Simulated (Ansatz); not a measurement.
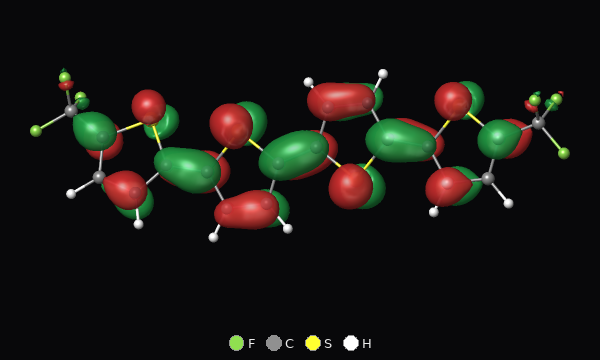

Figure 1: C$_{18}$H$_{8}$F$_{6}$S$_{4}$ (SMILES FC(F)(F)c1ccc(-c2ccc(-c3ccc(-c4ccc(C(F)(F)F)s4)s3)s2)s1). One frontier orbital at ±0.08 Å⁻³ᐟ² (green and red are the two phases), seen at a tilt.

Geometry: PBE-D4/def2-SVP.

All numbers below come from Ansatz 0.2.0, RKS PBE0-D4/def2-TZVP.

Input file:

```
crystal:
  periodic: [false, false, false]
  atoms:
    - {symbol: F, position_ang: [-9.290534, -0.330923, 0.001990]}
    - {symbol: C, position_ang: [-8.225780, 0.256214, 0.593761]}
    - {symbol: F, position_ang: [-8.411530, 1.598834, 0.538243]}
    - {symbol: F, position_ang: [-8.242351, -0.081725, 1.907227]}
    - {symbol: C, position_ang: [-6.955448, -0.164194, -0.077158]}
    - {symbol: C, position_ang: [-6.823608, -1.000241, -1.173062]}
    - {symbol: C, position_ang: [-5.471161, -1.199899, -1.550638]}
    - {symbol: C, position_ang: [-4.567934, -0.508537, -0.741795]}
    - {symbol: C, position_ang: [-3.126300, -0.474807, -0.842626]}
    - {symbol: C, position_ang: [-2.332507, -0.843116, -1.930102]}
    - {symbol: C, position_ang: [-0.947862, -0.693230, -1.690413]}
    - {symbol: C, position_ang: [-0.651265, -0.203435, -0.415724]}
    - {symbol: C, position_ang: [0.632837, 0.078977, 0.173322]}
    - {symbol: C, position_ang: [0.934262, 0.578815, 1.442561]}
    - {symbol: C, position_ang: [2.320533, 0.725933, 1.674985]}
    - {symbol: C, position_ang: [3.111035, 0.342879, 0.590246]}
    - {symbol: C, position_ang: [4.548782, 0.351413, 0.457582]}
    - {symbol: C, position_ang: [5.333603, -0.017657, -0.635934]}
    - {symbol: C, position_ang: [6.725235, 0.121606, -0.399238]}
    - {symbol: C, position_ang: [7.004956, 0.595714, 0.870817]}
    - {symbol: C, position_ang: [8.353459, 0.864800, 1.462339]}
    - {symbol: F, position_ang: [8.502700, 2.165209, 1.818870]}
    - {symbol: F, position_ang: [9.328490, 0.566335, 0.574517]}
    - {symbol: F, position_ang: [8.573456, 0.130481, 2.581534]}
    - {symbol: S, position_ang: [5.556428, 0.875511, 1.790757]}
    - {symbol: S, position_ang: [2.104737, -0.208724, -0.732911]}
    - {symbol: S, position_ang: [-2.126872, 0.053510, 0.493767]}
    - {symbol: S, position_ang: [-5.413105, 0.402522, 0.490629]}
    - {symbol: H, position_ang: [-7.686593, -1.459041, -1.672410]}
    - {symbol: H, position_ang: [-5.152504, -1.851382, -2.374747]}
    - {symbol: H, position_ang: [-2.756456, -1.189433, -2.881894]}
    - {symbol: H, position_ang: [-0.168739, -0.925224, -2.429903]}
    - {symbol: H, position_ang: [0.159069, 0.829729, 2.179980]}
    - {symbol: H, position_ang: [2.746879, 1.105387, 2.614249]}
    - {symbol: H, position_ang: [4.903433, -0.378112, -1.580496]}
    - {symbol: H, position_ang: [7.510666, -0.114210, -1.128317]}
basis:
  gaussian: {orbitals: def2-TZVP, fitting: {mean_field: def2-universal-jkfit}, initial_orbitals: start.molden}
hamiltonian: {xc: pbe0, dispersion: d4}
scf: {omitted_lower_state_checks: [starts]}
output: {orbitals: {seedname: orbitals}}
```

Command:

```sh
ansatz run in.yaml --threads 2 --pin off --events-out ev --progress --plain --max-ram 32768MiB --backend cuda --devices 0, --max-vram 18GiB
```

**Which orbital is it: HOMO or LUMO?**

The LUMO, at −2.71 eV. No atom holds more than about 10 % of it (Hirshfeld); by element the shares are C 70 % and S 25 %.
